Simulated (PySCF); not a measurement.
# PH4+: NMR shifts at several levels of theory, part 2 of 2

PySCF 2.14.0. Atoms count from 0. Earlier steps stand in the parts before.

## (12) Nuclear shieldings: B3LYP/pcSseg-2

What the job is given:

```
{"job": {"kind": "nmr", "xc": "B3LYP", "basis": "pcSseg-2", "pop": false}, "charge": 1, "multiplicity": 1}
P      0.002052     0.000600    -0.002130
H     -0.754341    -0.883151    -0.796933
H      0.342846    -0.632091     1.209691
H     -0.757729     1.155742     0.268603
H      1.177251     0.362060    -0.690039
```

Method: GIAO B3LYP/pcSseg-2 NMR shielding, non-relativistic, gas phase.

What it wrote:

```text
coarse grid: 4104 points
cycle   1  E = -343.4786219580  dE =  1.484e-01  |g| = 1.998e-01  |ddm| = 1.372e+00
cycle   2  E = -343.4858135817  dE = -7.192e-03  |g| = 1.539e-01  |ddm| = 2.635e-01
cycle   3  E = -343.4903649478  dE = -4.551e-03  |g| = 9.931e-03  |ddm| = 1.296e-01
cycle   4  E = -343.4903768172  dE = -1.187e-05  |g| = 1.521e-03  |ddm| = 6.182e-03
cycle   5  E = -343.4903775194  dE = -7.022e-07  |g| = 3.203e-04  |ddm| = 1.711e-03
final grid: 33416 points
cycle   6  E = -343.4934663681  dE = -7.302e-06  |g| = 8.239e-04  |ddm| = 8.965e-03
cycle   7  E = -343.4934664028  dE = -3.468e-08  |g| = 4.516e-04  |ddm| = 9.552e-04
cycle   8  E = -343.4934664315  dE = -2.872e-08  |g| = 7.580e-05  |ddm| = 3.598e-04
cycle   9  E = -343.4934664325  dE = -1.028e-09  |g| = 5.203e-06  |ddm| = 6.659e-05
cycle  10  E = -343.4934664325  dE = -9.379e-12  |g| = 4.590e-07  |ddm| = 5.745e-06
converged SCF energy = -343.4934664325

GIAO shielding tensors (ppm)
atom      isotropic    diamagn.    paramagn.     s11        s22        s33       span
  0 P      415.497     965.141    -549.644    415.482    415.487    415.523      0.041
  1 H       25.325      26.087      -0.762     22.144     22.144     31.687      9.543
  2 H       25.324      26.087      -0.763     22.143     22.143     31.686      9.543
  3 H       25.324      26.087      -0.763     22.143     22.144     31.686      9.543
  4 H       25.324      26.083      -0.759     22.143     22.143     31.686      9.543
```

It took 3.3 s on 1 thread, shared host.

In short: δ P0 -132.2, H1 6.06 ppm (means over like atoms).

## (13) Shielding tensors: PBE0/pcSseg-2

What the job is given:

```
{"job": {"kind": "nmr", "xc": "PBE0", "basis": "pcSseg-2", "pop": false}, "charge": 1, "multiplicity": 1}
P      0.002052     0.000600    -0.002130
H     -0.754341    -0.883151    -0.796933
H      0.342846    -0.632091     1.209691
H     -0.757729     1.155742     0.268603
H      1.177251     0.362060    -0.690039
```

Level: GIAO PBE0/pcSseg-2 NMR shielding, non-relativistic, gas phase.

What it wrote:

```text
coarse grid: 4104 points
cycle   1  E = -343.3130837564  dE =  1.461e-01  |g| = 2.077e-01  |ddm| = 1.378e+00
cycle   2  E = -343.3228048288  dE = -9.721e-03  |g| = 1.446e-01  |ddm| = 2.723e-01
cycle   3  E = -343.3267490358  dE = -3.944e-03  |g| = 1.070e-02  |ddm| = 1.209e-01
cycle   4  E = -343.3267615382  dE = -1.250e-05  |g| = 1.536e-03  |ddm| = 5.639e-03
cycle   5  E = -343.3267622310  dE = -6.928e-07  |g| = 3.198e-04  |ddm| = 1.789e-03
final grid: 33416 points
cycle   6  E = -343.3310390530  dE = -1.420e-05  |g| = 1.675e-03  |ddm| = 1.439e-02
cycle   7  E = -343.3310393859  dE = -3.329e-07  |g| = 1.336e-03  |ddm| = 2.225e-03
cycle   8  E = -343.3310397156  dE = -3.297e-07  |g| = 4.353e-05  |ddm| = 1.015e-03
cycle   9  E = -343.3310397161  dE = -4.948e-10  |g| = 9.423e-06  |ddm| = 5.877e-05
converged SCF energy = -343.3310397161

GIAO shielding tensors (ppm)
atom      isotropic    diamagn.    paramagn.     s11        s22        s33       span
  0 P      435.433     965.359    -529.927    435.418    435.422    435.458      0.040
  1 H       25.158      25.968      -0.810     21.867     21.867     31.739      9.872
  2 H       25.157      25.968      -0.811     21.866     21.867     31.738      9.872
  3 H       25.157      25.968      -0.811     21.867     21.867     31.738      9.872
  4 H       25.157      25.964      -0.807     21.866     21.867     31.738      9.871
```

Run time: 3.1 s. Hardware: 1 thread, shared host.

This run: δ P0 -138.9, H1 6.09 ppm (means over like atoms).

## (14) Nuclear shieldings: mPW1PW91/pcSseg-2

What the job is given:

```
{"job": {"kind": "nmr", "xc": "mPW1PW91", "basis": "pcSseg-2", "pop": false}, "charge": 1, "multiplicity": 1}
P      0.002052     0.000600    -0.002130
H     -0.754341    -0.883151    -0.796933
H      0.342846    -0.632091     1.209691
H     -0.757729     1.155742     0.268603
H      1.177251     0.362060    -0.690039
```

Method: GIAO mPW1PW91/pcSseg-2 NMR shielding, non-relativistic, gas phase.

What it wrote:

```text
coarse grid: 4104 points
cycle   1  E = -343.4673663019  dE =  1.463e-01  |g| = 2.034e-01  |ddm| = 1.375e+00
cycle   2  E = -343.4772395258  dE = -9.873e-03  |g| = 1.413e-01  |ddm| = 2.688e-01
cycle   3  E = -343.4810330775  dE = -3.794e-03  |g| = 1.106e-02  |ddm| = 1.198e-01
cycle   4  E = -343.4810455327  dE = -1.246e-05  |g| = 1.692e-03  |ddm| = 6.146e-03
cycle   5  E = -343.4810463751  dE = -8.424e-07  |g| = 3.289e-04  |ddm| = 1.956e-03
final grid: 33416 points
cycle   6  E = -343.4846855526  dE = -1.409e-05  |g| = 1.640e-03  |ddm| = 1.851e-02
cycle   7  E = -343.4846858039  dE = -2.513e-07  |g| = 1.221e-03  |ddm| = 1.867e-03
cycle   8  E = -343.4846860439  dE = -2.400e-07  |g| = 1.554e-05  |ddm| = 8.937e-04
cycle   9  E = -343.4846860439  dE = -5.787e-11  |g| = 2.397e-06  |ddm| = 3.574e-05
converged SCF energy = -343.4846860439

GIAO shielding tensors (ppm)
atom      isotropic    diamagn.    paramagn.     s11        s22        s33       span
  0 P      431.378     965.421    -534.043    431.364    431.368    431.404      0.040
  1 H       25.205      26.006      -0.800     21.936     21.936     31.744      9.809
  2 H       25.204      26.006      -0.801     21.935     21.935     31.744      9.809
  3 H       25.205      26.006      -0.801     21.935     21.935     31.744      9.809
  4 H       25.204      26.002      -0.797     21.935     21.935     31.744      9.809
```

It took 3.2 s on 1 thread, shared host.

This run: δ P0 -136.4, H1 6.09 ppm (means over like atoms).

## (15) Run by run: NMR shifts

Shifts (ppm), means over like atoms, with basis size and wall time (the measured row can stand on another reference than the computed rows):

| run | H1 | P0 | functions | time |
| --- | --- | --- | --- | --- |
| HF/pcSseg-2 | 6.17 | -113.6 | 99 | 1.4 s |
| LDA/pcSseg-2 | 6.06 | -160.5 | 99 | 3.8 s |
| PBE/pcSseg-2 | 6.02 | -141.1 | 99 | 4.7 s |
| BLYP/pcSseg-2 | 6.01 | -132.6 | 99 | 4.5 s |
| BP86/pcSseg-2 | 6.03 | -137.7 | 99 | 4.2 s |
| OPBE/pcSseg-2 | 6.04 | -135.0 | 99 | 4.5 s |
| KT2/pcSseg-2 | 6.00 | -139.7 | 99 | 4.6 s |
| KT3/pcSseg-2 | 5.98 | -127.9 | 99 | 4.7 s |
| B97-D/pcSseg-2 | 6.03 | -126.6 | 99 | 4.6 s |
| B3LYP/pcSseg-2 | 6.06 | -132.2 | 99 | 3.3 s |
| PBE0/pcSseg-2 | 6.09 | -138.9 | 99 | 3.1 s |
| mPW1PW91/pcSseg-2 | 6.09 | -136.4 | 99 | 3.2 s |
| measured | – | -105.0 | – | – |

Measured: solution, CH3OH; B. Maryasin, H. Zipse, Phys. Chem. Chem. Phys. 13 (2011) 5150.

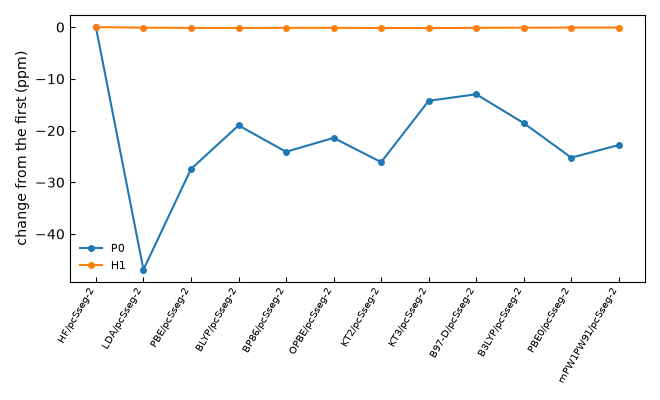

How the tabulated atoms move from run to run.

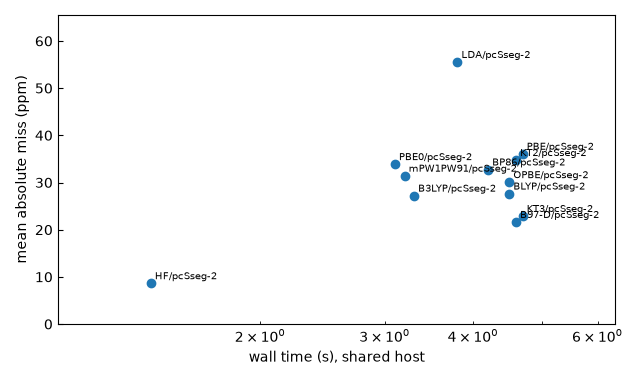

Cost against miss for the one measured ³¹P shift.

## (16) Outcome

What follows sums up all 2 parts.

```
                                                            quantity                    value
                                                         point group                       Td
                                rotational constants (main isotopes)  94.74, 94.74, 94.73 GHz
¹H shifts against TMS (HF/pcSseg-2, means over atoms taken as alike)                 6.17 ppm
                              ³¹P shifts against H3PO4 (HF/pcSseg-2)               -113.6 ppm
                            measured, and computed on the same scale  P0 δ -105.0, -113.6 ppm
                                            range of the shift of P0     -160.5 to -113.6 ppm
```

In words: Single values in the summary come from the first run of each kind that ended normally (HF/pcSseg-2), which need not be the best level. Over 3 steps the energy fell by 0.057 eV; of the close pairs, P0–H2 changed most, 1.375 to 1.409 Å. The one measured ³¹P shift is missed by -8.6 ppm (computed less measured, unscaled). Vibration, temperature and solvent are missing from the calculation, so part of the miss against the measured shifts is not the functional's. Across the 12 runs the shift of P0 moves most, between -160.5 (LDA/pcSseg-2) and -113.6 ppm (HF/pcSseg-2). For the one measured ³¹P shift, HF/pcSseg-2 misses least (8.6 ppm, 1.4 s) and LDA/pcSseg-2 most (55.5 ppm, 3.8 s). One molecule ranks no method: errors cancel, and vibration and temperature are missing from all runs.
